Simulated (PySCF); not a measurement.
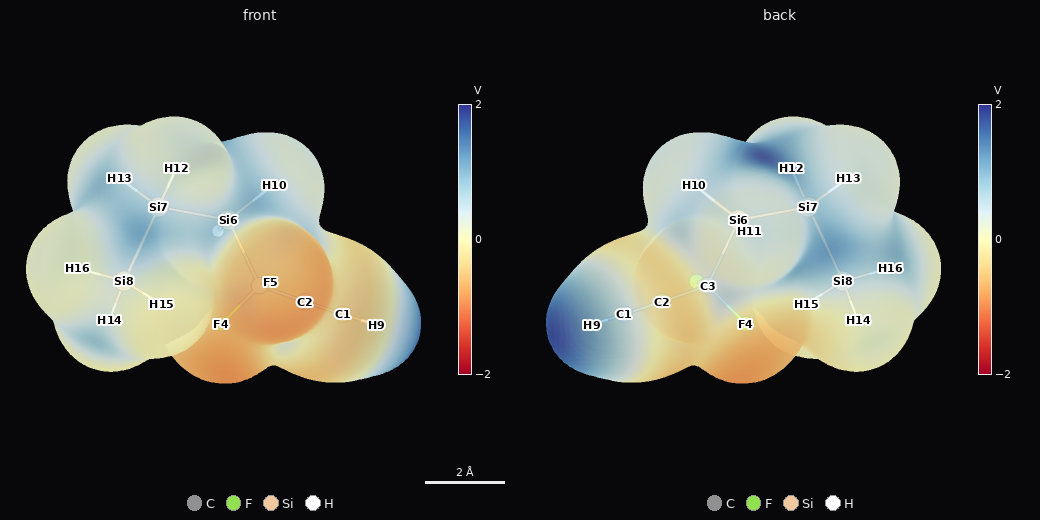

Figure 1: C3H8F2Si3 (SMILES C#CC(F)(F)[SiH2][SiH2][SiH3]). The electrostatic potential painted on the density surface at 0.002 e/bohr³, seen from the front and from behind; red is negative and blue positive.

Geometry: GFN2-xTB.

Computed with CAM-B3LYP/def2-SVPD, SCF density, gas phase (PySCF 2.14.0).

```xyz
16

C    -3.5177   -1.4162   -1.2067
C    -2.4818   -0.8609   -0.9765
C    -1.2283   -0.2223   -0.6668
F    -0.3275   -0.4074   -1.6989
F    -1.3854    1.1476   -0.6003
Si   -0.3843   -0.8303    0.9887
Si    1.5418    0.4571    1.1497
Si    2.3873    1.3176   -0.8406
H    -4.4254   -1.9031   -1.4061
H    -1.4757   -0.6862    1.9605
H    -0.2609   -2.2727    0.7469
H     1.2507    1.5241    2.1253
H     2.5213   -0.3882    1.8582
H     2.6143    0.2567   -1.8221
H     1.4863    2.3132   -1.4172
H     3.6776    1.9799   -0.6152
```

> Which sites attract a positive test charge, and which a negative one?

A positive charge is drawn to the negative regions and a negative charge to the positive ones. The most negative region (about −0.9 V, or −21 kcal/mol for a unit charge) lies over F4 and F5, the most positive (about +1.8 V, or +42 kcal/mol for a unit charge) over Si6 and H9.

> How polar is the molecule by this calculation?

Its dipole moment is 1.89 D.
